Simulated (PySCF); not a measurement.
# C₆H₁₁FNPSi (SMILES N#CCP1CC[SiH](F)CC1): what the fields show

```yaml
atoms:
  - { symbol: N, position_ang: [2.8654, -0.0106, -1.8467] }
  - { symbol: C, position_ang: [2.7420, 0.1289, -0.7170] }
  - { symbol: C, position_ang: [2.5356, 0.2968, 0.6859] }
  - { symbol: P, position_ang: [0.7136, 0.2171, 1.1708] }
  - { symbol: C, position_ang: [0.2768, -1.3693, 0.3009] }
  - { symbol: C, position_ang: [-1.2311, -1.6106, 0.3422] }
  - { symbol: Si, position_ang: [-2.1741, -0.2543, -0.5894] }
  - { symbol: F, position_ang: [-3.7285, -0.3258, -0.1408] }
  - { symbol: C, position_ang: [-1.4792, 1.4319, -0.0672] }
  - { symbol: C, position_ang: [0.0488, 1.4285, -0.0764] }
  - { symbol: H, position_ang: [3.0595, -0.4908, 1.2354] }
  - { symbol: H, position_ang: [2.9255, 1.2677, 1.0058] }
  - { symbol: H, position_ang: [0.8041, -2.1770, 0.8203] }
  - { symbol: H, position_ang: [0.6362, -1.3384, -0.7320] }
  - { symbol: H, position_ang: [-1.5593, -1.6403, 1.3846] }
  - { symbol: H, position_ang: [-1.4496, -2.5939, -0.0790] }
  - { symbol: H, position_ang: [-2.1863, -0.4492, -2.0343] }
  - { symbol: H, position_ang: [-1.8392, 2.2234, -0.7274] }
  - { symbol: H, position_ang: [-1.8309, 1.6836, 0.9368] }
  - { symbol: H, position_ang: [0.4332, 2.4166, 0.1999] }
  - { symbol: H, position_ang: [0.4286, 1.1831, -1.0728] }
```

Geometry: GFN2-xTB.

Level of theory: PBE0/pcSseg-1, SCF density, gas phase, non-relativistic (PySCF).

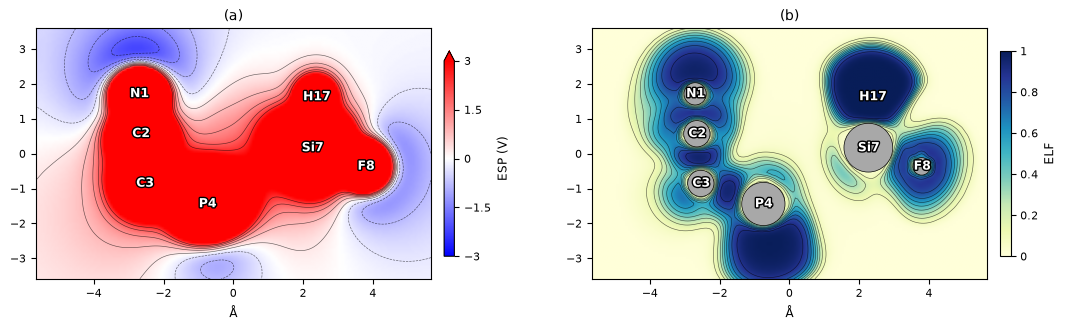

Figure 1. (a) molecular electrostatic potential; (b) electron localisation function on the plane of atoms F8, Si7 and H17. Grey discs cover the atomic cores in the ELF map.

Q: Describe what can be read from this map.

A: The plane passes through N, C, P, Si, F and H nuclei. C–N (1.14 Å): the ELF peaks at about 0.85 between the atoms; a short, multiple covalent bond. C–C (1.43 Å): the ELF peaks at about 0.95 between the atoms, as expected for a covalent bond. Si–F (1.62 Å): the ELF peaks at about 0.85 in the valence shell of F, 0.6 Å from its nucleus, and is about 0.50 at the midpoint. C–P (1.89 Å): the ELF peaks at about 0.95 between the atoms (a covalent bond). The ELF also peaks beside P4, F8 and N1, away from the bonds: lone-pair regions. Outside the dense part of the molecule the potential is most negative (−2.2 V) near N1.

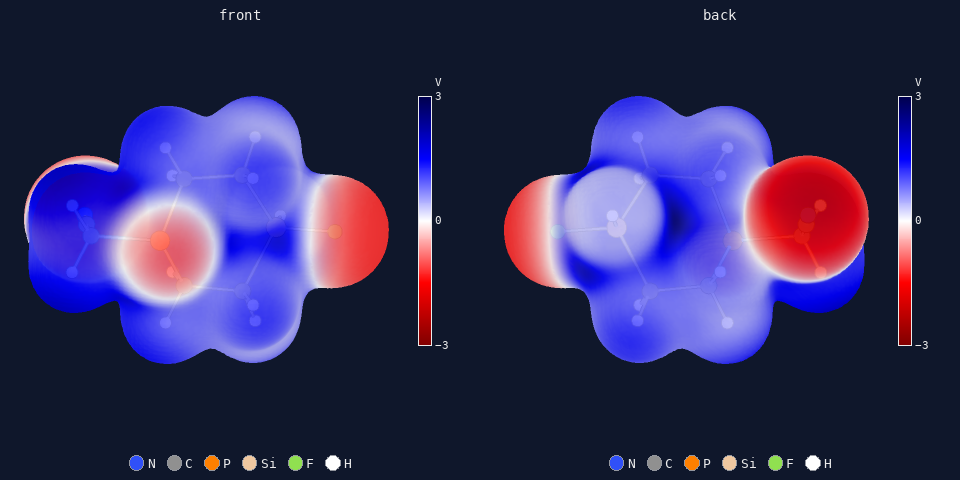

Figure 2. The electrostatic potential painted on the density surface at 0.004 e/bohr³, seen from the front and from behind; red is negative and blue positive.

Q: Where is the surface potential most negative and most positive?

A: The most negative region (about −2.0 V) lies over N1, the most positive (about +2.1 V) over Si7. N1 is the likeliest acceptor of a hydrogen bond.

Q: What dipole moment does the calculation give?

A: Its dipole moment is 2.51 D.
